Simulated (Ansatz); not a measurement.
```yaml
atoms:
  - { symbol: C, position_ang: [0.1788, -1.4400, -0.2550] }
  - { symbol: B, position_ang: [-0.9206, -0.3203, -0.3253] }
  - { symbol: Cu, position_ang: [-1.3131, 0.8789, 1.1843] }
  - { symbol: F, position_ang: [-1.6082, -0.1848, -1.4596] }
  - { symbol: H, position_ang: [1.1534, -0.9816, -0.0158] }
  - { symbol: H, position_ang: [0.2701, -2.0254, -1.1845] }
  - { symbol: H, position_ang: [-0.0422, -2.1204, 0.5847] }
```

Geometry: PBE0-D3(BJ)/def2-SVP.

Level of theory: isolated molecule in a Gaussian basis; Kohn-Sham density functional theory, functional PBE0 (Ansatz 0.2.0).

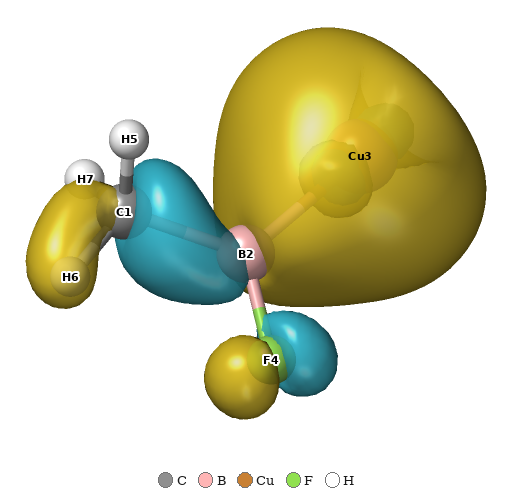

CH3BCuF (SMILES C[B](F)[Cu]). One frontier orbital at ±0.1 Å⁻³ᐟ² (yellow and cyan are the two phases), seen at a tilt.

Question: Which orbital is it: HOMO or LUMO?

Answer: The HOMO, at −6.15 eV. By Hirshfeld shares it lies mainly on Cu3 (about 60 %), B2 (about 20 %), C1 (about 5 %) and F4 (about 5 %).
